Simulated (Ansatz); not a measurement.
# BaCu3N, from a guessed structure to a relaxed one

Starting from a made-up structure for BaCu3N, the aim is the relaxed cell, its shortest contacts and, where a second run follows, its electronic structure.

Main program and level: Ansatz 0.2.0; DFT, PBEsol, plane-wave PAW, files of the set soft_1, scalar-relativistic, ferromagnetic start, cell and ions relaxed at zero pressure; PAW set soft_1, in the first sound run; inputs show where later runs differ.

### 1. Set-up

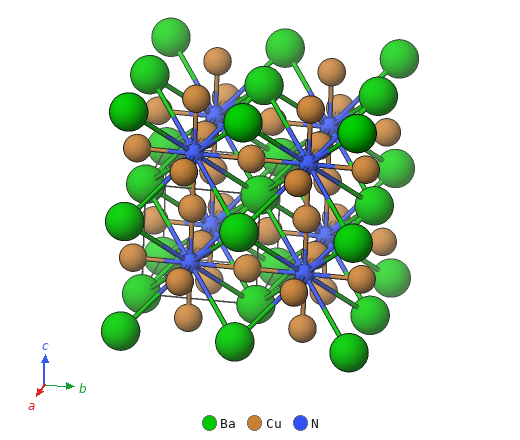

The starting structure, seen slightly off an axis (barium green, copper orange, nitrogen blue). 2×2×2 cells are drawn. Some periodic images of atoms are drawn too.

### 2. Relaxing cell and atoms

The guess takes its coordinates from another compound and its volume from a rule, so the cell and any free coordinates are relaxed together.

Input file input.yaml:

```yaml
crystal:
  lattice:
    - [4.595, 0.0, 0.0]
    - [0.0, 4.595, 0.0]
    - [0.0, 0.0, 4.595]
  atoms:
    - { symbol: Ba, position: [0.0, 0.0, 0.0] }
    - { symbol: Cu, position: [0.5, 0.0, 0.5], spin: 0.6 }
    - { symbol: Cu, position: [0.5, 0.5, 0.0], spin: 0.6 }
    - { symbol: Cu, position: [0.0, 0.5, 0.5], spin: 0.6 }
    - { symbol: "N", position: [0.5, 0.5, 0.5] }
magnetization:
  spin_polarized: true
kpoints:
  mp_grid: { grid: [6, 6, 6] }
scf:
  occupations: { method: fermi_dirac, width: 0.05 }
hamiltonian:
  xc: pbesol
  pseudopotentials: { kind: paw, azcp: { folder: soft_1 }, xc_functional: pbe }
relax:
  f_tol: 0.015
  max_steps: 70
  cell: {}
output:
  forces: true
  stress: true
```

On the command line:

```sh
$ ansatz run input.yaml --threads 4 --pin off --max-ram 8192MiB --backend cpu --events-out ev --progress --plain --runs-dir out
```

Numbers of over 12 decimals in the logs are rounded to 6 here.

The program printed:

```text
Engine: ansatz 0.2.0, x86_64-unknown-linux-gnu
Pseudopotentials: kind: paw
Pseudopotential: Ba, paw, valence charge 10, recommended cutoff 420 eV (normal), soft_1/Ba.paw.azcp
Pseudopotential: Cu, paw, valence charge 19, recommended cutoff 420 eV (normal), soft_1/Cu.paw.azcp
Pseudopotential: N, paw, valence charge 5, recommended cutoff 420 eV (normal), soft_1/N.paw.azcp
Functional definition: PBEsol
  exchange = pbesol_x
  correlation = pbesol_c
Crystal: 5 atoms, lattice volume = 97.019 Å³
Basis set: ecut = 420 eV, 1863 PW (Γ), exchange–correlation on 64×64×64 points (8 copies of the dense FFT grid, shifted against one another)
Bands: 45, of which v1, the nominal top of the filled ones, is band 36 counted from 1 (35 counted from 0)
Symmetry: 48 space group operations
Space group: Pm-3m (ITA 221), of the structure as read, at distance tolerance 4.6e-5 Å
Magnetic group: BNS 221.92 (UNI 1594), of the structure as read, at distance tolerance 4.6e-5 Å
k-points: 20 of 216
Non-local potential: Ba, projectors of the file, l = 0: 3, l = 1: 2, l = 2: 2, l = 3: 2
Non-local potential: Cu, projectors of the file, l = 0: 3, l = 1: 2, l = 2: 3, l = 3: 1
Non-local potential: N, projectors of the file, l = 0: 2, l = 1: 2, l = 2: 1
PAW form: soft (Blöchl's): semilocal exchange-correlation on the pseudo side does not see the compensation charge
PAW frozen core: Ba, regenerated for the run's functional, and the local potential with it (the file was generated under x = pbe(κ = 0.804, μ = 0.219515), c = pbe(β = 0.066725))
PAW frozen core: Cu, regenerated for the run's functional, and the local potential with it (the file was generated under x = pbe(κ = 0.804, μ = 0.219515), c = pbe(β = 0.066725))
PAW frozen core: N, regenerated for the run's functional, and the local potential with it (the file was generated under x = pbe(κ = 0.804, μ = 0.219515), c = pbe(β = 0.066725))
PAW one-centre angular grid: Ba, 194 points (default); XC on 64 Gauss nodes
PAW one-centre angular grid: Cu, 590 points (default); XC on 64 Gauss nodes
PAW one-centre angular grid: N, 110 points (default); XC on 64 Gauss nodes
Initial density: superposition of atomic densities (chi_scale 0.1, normalization cell, long waves kept (reshape's long-wave potential 0.01 eV rms))
Starting moments: Σ|m| = 1.8 μB on 3 of 5 sites
Initial wavefunctions: pseudopotential atomic-orbital guess
Functional: x = pbesol(κ = 0.804, μ = 0.123457), c = pbesol(β = 0.046)
SCF iter   1: F=—  HF=-26016.277733 eV  |F-HF|=—  |Δ(HF+E_count)|=         —  Δρ=2.18e-1 (↑1.98e-1 ↓2.18e-1)  dr2=1.50e2  dr2_m=1.18e-1  M=2.111 μB ∫|m|=2.152 μB  β_m=1.00  ethr=3.10e-3  ⟨swp⟩=9.8  Hψ=9194  notcnv=0  defer=6
preconditioner: auto → Kerker (q_TF=auto, 2.596 Å⁻¹)  [metal: Δε(μ)=0.005 eV  Ē_g=6.106 eV  σ=0.050 eV  W_gap=0.02  n_scr=26 (ndim 8)  ℏωp=25.6 eV  f_vac=0.000  D(μ)=11.71/eV (n_scr^D=170)]
spin=Collinear: Kerker preconditioning applied to the charge; magnetization (m = ρ↑ − ρ↓) channel mixes plain (no charge-response kernel on spin).
SCF iter   2: F=—  HF=-26010.251340 eV  |F-HF|=—  |Δ(HF+E_count)|=    6.03e0  Δρ=1.47e-1 (↑4.39e-2 ↓1.47e-1)  dr2=1.81e1  dr2_m=3.13e0  M=0.147 μB ∫|m|=0.210 μB  β_m=0.30  ethr=3.10e-3  ⟨swp⟩=4.2  Hψ=5616  notcnv=0  defer=45
SCF iter   3: F=—  HF=-26004.719632 eV  |F-HF|=—  |Δ(HF+E_count)|=    5.53e0  Δρ=4.01e-2 (↑3.90e-2 ↓4.01e-2)  dr2=1.97e0  dr2_m=1.24e0  M=0.261 μB ∫|m|=0.328 μB  β_m=0.30  ethr=3.10e-3  ⟨swp⟩=3.4  Hψ=4053  notcnv=0  defer=76
SCF iter   4: F=—  HF=-26004.413689 eV  |F-HF|=—  |Δ(HF+E_count)|=   3.06e-1  Δρ=3.98e-2 (↑3.98e-2 ↓1.87e-2)  dr2=1.36e0  dr2_m=6.88e-1  M=0.213 μB ∫|m|=0.287 μB  β_m=0.30  ethr=2.74e-3  ⟨swp⟩=2.3  Hψ=3041  notcnv=0  defer=75
SCF iter   5: F=—  HF=-26006.705948 eV  |F-HF|=—  |Δ(HF+E_count)|=    2.29e0  Δρ=8.99e-2 (↑4.08e-2 ↓8.99e-2)  dr2=1.18e1  dr2_m=5.70e-1  M=0.023 μB ∫|m|=0.105 μB  β_m=0.30  ethr=1.89e-3  ⟨swp⟩=7.0  Hψ=4311  notcnv=0  defer=75
SCF iter   6: F=—  HF=-26004.641839 eV  |F-HF|=—  |Δ(HF+E_count)|=    2.06e0  Δρ=4.20e-2 (↑9.01e-3 ↓4.20e-2)  dr2=1.83e0  dr2_m=2.65e-1  M=0.057 μB ∫|m|=0.098 μB  β_m=0.30  ethr=1.89e-3  ⟨swp⟩=3.0  Hψ=3326  notcnv=0  defer=103
SCF iter   7: F=—  HF=-26004.381474 eV  |F-HF|=—  |Δ(HF+E_count)|=   2.60e-1  Δρ=2.31e-2 (↑2.31e-2 ↓2.74e-3)  dr2=4.04e-1  dr2_m=1.22e-1  M=0.078 μB ∫|m|=0.115 μB  β_m=0.30  ethr=1.89e-3  ⟨swp⟩=3.0  Hψ=3246  notcnv=0  defer=104
SCF iter   8: F=—  HF=-26004.332984 eV  |F-HF|=—  |Δ(HF+E_count)|=   4.85e-2  Δρ=1.49e-2 (↑1.49e-2 ↓3.60e-3)  dr2=1.00e-1  dr2_m=7.30e-2  M=0.055 μB ∫|m|=0.086 μB  β_m=0.30  ethr=5.62e-4  ⟨swp⟩=2.2  Hψ=2256  notcnv=0  defer=96
SCF iter   9: F=—  HF=-26004.330804 eV  |F-HF|=—  |Δ(HF+E_count)|=   2.18e-3  Δρ=1.20e-2 (↑1.20e-2 ↓2.22e-3)  dr2=5.38e-2  dr2_m=4.25e-2  M=0.041 μB ∫|m|=0.067 μB  β_m=0.30  ethr=1.39e-4  ⟨swp⟩=2.2  Hψ=1994  notcnv=0  defer=96
Mixer restart at iter 9: flushing history
spin-set hold released at iteration 9 (site moments contracting): the magnetisation degrees of freedom join the quasi-Newton model from the next iteration; the mixer history was flushed
SCF iter  10: F=—  HF=-26004.332460 eV  |F-HF|=—  |Δ(HF+E_count)|=   1.66e-3  Δρ=7.77e-3 (↑7.77e-3 ↓2.85e-3)  dr2=1.35e-2  dr2_m=2.46e-2  M=0.031 μB ∫|m|=0.053 μB  β_m=0.65  ethr=7.48e-5  ⟨swp⟩=1.0  Hψ=1704  notcnv=0  defer=96
SCF iter  11: F=—  HF=-26004.348056 eV  |F-HF|=—  |Δ(HF+E_count)|=   1.56e-2  Δρ=6.96e-3 (↑6.96e-3 ↓5.14e-3)  dr2=8.79e-2  dr2_m=7.63e-4  M=0.006 μB ∫|m|=0.016 μB  β_m=0.47  ethr=1.87e-5  ⟨swp⟩=2.0  Hψ=3409  notcnv=0  defer=96
SCF iter  12: F=—  HF=-26004.329841 eV  |F-HF|=—  |Δ(HF+E_count)|=   1.82e-2  Δρ=8.71e-4 (↑2.82e-4 ↓8.71e-4)  dr2=3.08e-4  dr2_m=1.26e-4  M=0.003 μB ∫|m|=0.010 μB  β_m=0.73  ethr=1.87e-5  ⟨swp⟩=2.3  Hψ=3706  notcnv=0  defer=81
SCF iter  13: F=—  HF=-26004.330722 eV  |F-HF|=—  |Δ(HF+E_count)|=   8.80e-4  Δρ=7.21e-4 (↑1.67e-4 ↓7.21e-4)  dr2=4.05e-4  dr2_m=8.01e-5  M=0.002 μB ∫|m|=0.007 μB  β_m=0.87  ethr=4.28e-7  ⟨swp⟩=2.0  Hψ=2590  notcnv=0  defer=81
SCF iter  14: F=—  HF=-26004.330683 eV  |F-HF|=—  |Δ(HF+E_count)|=   3.84e-5  Δρ=1.70e-4 (↑1.70e-4 ↓1.01e-4)  dr2=2.21e-5  dr2_m=2.26e-6  M=0.000 μB ∫|m|=0.001 μB  β_m=0.77  ethr=4.28e-7  ⟨swp⟩=2.0  Hψ=2478  notcnv=0  defer=81
SCF iter  15: F=—  HF=-26004.330743 eV  |F-HF|=—  |Δ(HF+E_count)|=   6.00e-5  Δρ=5.26e-5 (↑5.26e-5 ↓2.42e-5)  dr2=3.71e-6  dr2_m=3.40e-7  M=0.000 μB ∫|m|=0.001 μB  β_m=0.76  ethr=3.07e-8  ⟨swp⟩=2.3  Hψ=2818  notcnv=0  defer=81
[...]
SCF 3 converged in 10 iterations: F = -26004.964233 eV  dr2 = 1.70e-9
relax step   3: F+E_penalty+E_count = -26004.96423338 eV  Δ(F+E_penalty+E_count) = -3.915e-2 eV  max|allowed force component| = 5.304e-29 eV/Å  Δτ_max = 0.0000 Å  P = +1.285 GPa  Ω = 78.447 Å³  energy of the carried Pulay correction = +1.412e-2 eV  (10 SCF iters, dr2 threshold 5.00e-7 eV, accepted)
[...]
relax step   4: F+E_penalty+E_count = -26004.96836949 eV  Δ(F+E_penalty+E_count) = -4.136e-3 eV  max|allowed force component| = 1.675e-29 eV/Å  Δτ_max = 0.0000 Å  P = -0.068 GPa  Ω = 79.869 Å³  energy of the carried Pulay correction = +1.294e-2 eV  (9 SCF iters, dr2 threshold 5.00e-7 eV, accepted)
[...]
relax step   5: F+E_penalty+E_count = -26004.96844548 eV  Δ(F+E_penalty+E_count) = -7.599e-5 eV  max|allowed force component| = 3.694e-29 eV/Å  Δτ_max = 0.0000 Å  P = -0.001 GPa  Ω = 79.796 Å³  energy of the carried Pulay correction = +1.300e-2 eV  (8 SCF iters, dr2 threshold 1.16e-8 eV, accepted)
[...]
relax step   6: F+E_penalty+E_count = -26004.95939691 eV  Δ(F+E_penalty+E_count) = +9.049e-3 eV  max|allowed force component| = 4.057e-29 eV/Å  Δτ_max = 0.0000 Å  P = -0.082 GPa  Ω = 79.796 Å³  stress off target by 8.23e-2 GPa  SCF on the basis re-selected at this cell (its energy is not comparable with the rows above)  (9 SCF iters)
[...]
relax step   7: F+E_penalty+E_count = -26004.95949035 eV  Δ(F+E_penalty+E_count) = -9.345e-5 eV  max|allowed force component| = 2.368e-29 eV/Å  Δτ_max = 0.0000 Å  P = -0.001 GPa  Ω = 79.707 Å³  energy of the carried Pulay correction = +7.042e-5 eV  (7 SCF iters, dr2 threshold 1.69e-8 eV, accepted)
iter 1 solved again at ethr=3.49e-6 eV; its pass at ethr=3.10e-3 eV (dr2=2.52e-3 eV) is discarded
SCF iter   1: F=—  HF=-26004.959411 eV  |F-HF|=—  |Δ(HF+E_count)|=         —  Δρ=2.67e-6 (↑2.62e-6 ↓2.67e-6)  dr2=1.02e-8  dr2_m=1.77e-11  M=0.000 μB ∫|m|=0.000 μB  β_m=0.30  ethr=3.49e-6  ⟨swp⟩=2.2  Hψ=11314  notcnv=0
eigensolver tolerance schedule: the retry pair's looser diagonalisation over-reported the residual by 245763.61 of it (diagonalisation noise at an unbounded share of the residual, at the tolerance the schedule requests for it); recorded, not acted on — ethr = c·dr2/N_el stays at c = 1.0e-1
preconditioner: auto → Kerker (q_TF=auto, 2.682 Å⁻¹)  [metal: Δε(μ)=0.018 eV  Ē_g=9.527 eV  σ=0.050 eV  W_gap=0.09  n_scr=26 (ndim 8)  ℏωp=28.8 eV  f_vac=0.000  D(μ)=4.10/eV (n_scr^D=32)]
spin=Collinear: Kerker preconditioning applied to the charge; magnetization (m = ρ↑ − ρ↓) channel mixes plain (no charge-response kernel on spin).
SCF iter   2: F=—  HF=-26004.959404 eV  |F-HF|=—  |Δ(HF+E_count)|=   7.14e-6  Δρ=4.69e-6 (↑4.60e-6 ↓4.69e-6)  dr2=4.37e-8  dr2_m=1.03e-11  M=0.000 μB ∫|m|=0.000 μB  β_m=0.65  ethr=1.42e-11  ⟨swp⟩=3.8  Hψ=5086  notcnv=0
SCF iter   3: F=—  HF=-26004.959404 eV  |F-HF|=—  |Δ(HF+E_count)|=   5.17e-9  Δρ=1.27e-6 (↑1.25e-6 ↓1.27e-6)  dr2=6.56e-9  dr2_m=3.28e-12  M=0.000 μB ∫|m|=0.000 μB  β_m=0.82  ethr=1.42e-11  ⟨swp⟩=2.0  Hψ=2568  notcnv=0
SCF iter   4: F=—  HF=-26004.959404 eV  |F-HF|=—  |Δ(HF+E_count)|=   3.36e-9  Δρ=6.42e-7 (↑6.42e-7 ↓6.34e-7)  dr2=1.52e-9  dr2_m=7.65e-13  M=0.000 μB ∫|m|=0.000 μB  β_m=0.73  ethr=9.11e-12  ⟨swp⟩=2.0  Hψ=2968  notcnv=0
SCF iter   5: F=—  HF=-26004.959404 eV  |F-HF|=—  |Δ(HF+E_count)|=  3.24e-10  Δρ=4.09e-7 (↑3.84e-7 ↓4.09e-7)  dr2=5.21e-10  dr2_m=3.79e-13  M=0.000 μB ∫|m|=0.000 μB  β_m=0.72  ethr=2.11e-12  ⟨swp⟩=2.0  Hψ=2666  notcnv=0
SCF iter   6: F=—  HF=-26004.959404 eV  |F-HF|=—  |Δ(HF+E_count)|=  1.09e-10  Δρ=2.45e-7 (↑2.45e-7 ↓2.42e-7)  dr2=2.51e-10  dr2_m=2.43e-13  M=0.000 μB ∫|m|=0.000 μB  β_m=0.86  ethr=1.00e-12  ⟨swp⟩=1.8  Hψ=2040  notcnv=0
SCF iter   7: F=-26004.959404 eV  HF=-26004.959404 eV  |F-HF|=2.18e-11  |Δ(HF+E_count)|=  4.00e-11  Δρ=1.01e-7 (↑1.01e-7 ↓9.67e-8)  dr2=2.79e-11  dr2_m=1.91e-14  M=0.000 μB ∫|m|=0.000 μB  ethr=1.00e-12  ⟨swp⟩=3.0  Hψ=5452  notcnv=0
the starting moments were not kept: the SCF closed with an absolute magnetisation of 4.1e-7 μB, where they sum to 1.8 μB in size (3 sites). That is at most 0.1 of that sum. Measured as dr2_m measures the in/out step, that magnetisation stands 2.5e-14 eV from none, at or under the dr2_threshold of 5.0e-11 eV: it is no larger than a step whose dr2_m would equal this threshold.
SCF 8 converged in 7 iterations: F = -26004.959404 eV  dr2 = 2.79e-11
relax step   8: F+E_penalty+E_count = -26004.95940363 eV  Δ(F+E_penalty+E_count) = +8.673e-5 eV  max|allowed force component| = 1.718e-29 eV/Å  Δτ_max = 0.0000 Å  P = -0.000 GPa  Ω = 79.707 Å³  stress off target by 8.44e-5 GPa  SCF on the basis re-selected at this cell (its energy is not comparable with the rows above)  (7 SCF iters)
basis re-selected at this cell: Δ(F+E_penalty+E_count) = +8.673e-5 eV, ΔP = +0.000 GPa vs the last step (what re-selecting the basis moved, of the pressure what is left beyond the Pulay correction that the steps carried, after the strain that the cell walked since its last selection, with what the two solves' SCF thresholds leave and, on support functions, any second-order correction that the steps lacked; it is no m [...]
SCF converged after 7 iterations
Magnetization: 0.0000 μB (36.0000 up, 36.0000 down)
Absolute magnetization: 0.0000 μB (∫|ρ↑−ρ↓|, with the PAW one-centre terms)
Spin contamination: 0.0000 ħ² per cell (⟨S²⟩ above its minimum at these occupations)
Per-site moments (μB) at R_I (Å): [(3.521870892456845e-8, 1.255280), (3.166588140020362e-8, 0.887617), (3.166588176319521e-8, 0.887617), (3.166588209247587e-8, 0.887617), (1.0638975865982778e-7, 0.887617)]
Free energy (F): -26004.959404 eV
Harris-Foulkes:  -26004.959404 eV  (|F-HF|=2.18e-11)
Internal energy: -26004.927851 eV  (E = F + TS)
E sigma→0 (E₀):  -26004.943627 eV
Entropy (-TS):   -0.031552 eV (-6.310 meV/atom)
Fermi energy:    13.265576 eV
--- Per-component energies (eV) ---
  E_band       = -1279.989014
  E_kinetic    = 1069.537563
  E_local      = -16952.738035  (includes V_loc(G=0)·N_el)
  E_nonlocal   = 2822.476323
  E_hartree    = 7276.239694
  E_xc         = -457.945786
  E_vxc        = -465.667502  (∫ρ·V_xc dr)
  E_paw        = -10581.750873  (= ΣΔE_a)
  E_vpaw       = -2306.080582  (= ΣTr[D̂ρ^β])
  E_aug_tail   = 0.003060  (compensation charges beyond the density's cutoff)
  E_ewald      = -9181.547941
  E_core_change = 0.798144  (= ΣΔE_core)
  E_smearing   = -0.031552  (= −TS)
  E_closure    = -0.000000  (closes the sum)
  Σ components = -26004.959404   (vs F -26004.959404, Δ=0.00e0)
--- Forces (eV/Å), atoms counted from 1 ---
  atom   1  Ba     0.00000000    -0.00000000     0.00000000
  atom   2  Cu     0.00000000     0.00000000     0.00000000
  atom   3  Cu     0.00000000    -0.00000000     0.00000000
  atom   4  Cu    -0.00000000    -0.00000000     0.00000000
  atom   5  N      0.00000000    -0.00000000     0.00000000
  max |Σ_I F_I| component: 3.61e-29 eV/Å
--- Stress (GPa, compression-positive) ---
       -0.000084       0.000000       0.000000
        0.000000      -0.000084      -0.000000
        0.000000      -0.000000      -0.000084
  P = ⅓ Tr σ = -0.0001 GPa (-0.001 kbar)
--- Relaxed structure (6 steps of the walk, 6 accepted, 2 SCFs on fresh bases) ---
  F+E_penalty+E_count = -26004.95940363 eV   max|allowed force component| = 1.718e-29 eV/Å   (the final SCF, on the basis selected at the relaxed cell)
  cell:  # Å, volume = 79.7067 Å³
    - [4.303597, 0, 0]
    - [0, 4.303597, 0]
    - [0, 0, 4.303597]
  atoms:
    - { symbol: Ba, position: [0, 0, 0] }
    - { symbol: Cu, position: [0.5, 0, 0.5] }
    - { symbol: Cu, position: [0.5, 0.5, 0] }
    - { symbol: Cu, position: [0, 0.5, 0.5] }
    - { symbol: N, position: [0.5, 0.5, 0.5] }
```

Elapsed: 18 s, on 4 threads of Intel Xeon Platinum 8488C (Sapphire Rapids), shared host; peak memory 0.6 GiB; 66 s of CPU time.

Step by step:

| step | energy less that of the first step (eV) | largest force component (eV/Å) | pressure (GPa) | volume (Å³) |
| --- | --- | --- | --- | --- |
| 1 | 0.0000 | 0.0000 | -9.86 | 97.02 |
| 2 | -0.5944 | 0.0000 | -3.21 | 83.66 |
| 3 | -0.6335 | 0.0000 | 1.28 | 78.45 |
| 4 | -0.6377 | 0.0000 | -0.07 | 79.87 |
| 5 | -0.6377 | 0.0000 | 0.00 | 79.80 |
| 6* | -0.6287 | 0.0000 | -0.08 | 79.80 |
| 7 | -0.6288 | 0.0000 | 0.00 | 79.71 |
| 8* | -0.6287 | 0.0000 | 0.00 | 79.71 |

Relaxation steps marked * repeat the geometry before them on a plane-wave basis chosen anew for their cell, so energy and pressure can jump there.

The run keeps the 48 symmetry operations that it works with, so distortions that break them were not tested.

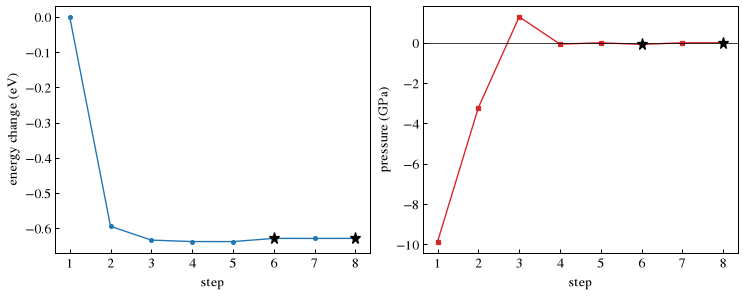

Energy and pressure along the relaxation. Stars mark steps on a basis chosen anew.

| conventional cell, symmetrised | before | after | change |
| --- | --- | --- | --- |
| a (Å) | 4.595 | 4.304 | -6.3 % |
| b (Å) | 4.595 | 4.304 | -6.3 % |
| c (Å) | 4.595 | 4.304 | -6.3 % |
| volume (Å³/atom) | 19.40 | 15.94 | -17.8 % |

Final coordinates:

```xyz
5
Lattice="4.3036 0.0000 0.0000 0.0000 4.3036 0.0000 0.0000 0.0000 4.3036" Properties=species:S:1:pos:R:3 pbc="T T T"
Ba    0.0000    0.0000    0.0000
Cu    2.1518    0.0000    2.1518
Cu    2.1518    2.1518    0.0000
Cu    0.0000    2.1518    2.1518
N     2.1518    2.1518    2.1518
```

Numbers from this step:

* free energy: -26004.9594 eV
* energy at zero smearing: -26004.9436 eV
* smearing term TS: 0.03155 eV
* Fermi energy: 13.27 eV
* electrons: 72
* symmetry operations: 48
* pressure: -8.44e-5 GPa

The shortest distance of each pair, which need not be the same contact before and after:

| pair | guess (Å) | relaxed (Å) |
| --- | --- | --- |
| Cu–N | 2.297 | 2.152 |
| Ba–Cu | 3.249 | 3.043 |
| Cu–Cu | 3.249 | 3.043 |
| Ba–N | 3.979 | 3.727 |
| Ba–Ba | 4.595 | 4.304 |

The relaxation ends with a pressure of 0.00 GPa. The starting moments have collapsed: the run ends non-magnetic.

(Continued in part 2 of 2.)

[Logs are printed without paths, hosts, clocks, repeated set-up lines and the standing remarks that a program may print on its own settings, such as how far it seeks lower states.]

[Hosts, paths, dates, database ids (printed as entryN), source tags and the programs' standing remarks are cut or masked in the printed files.]
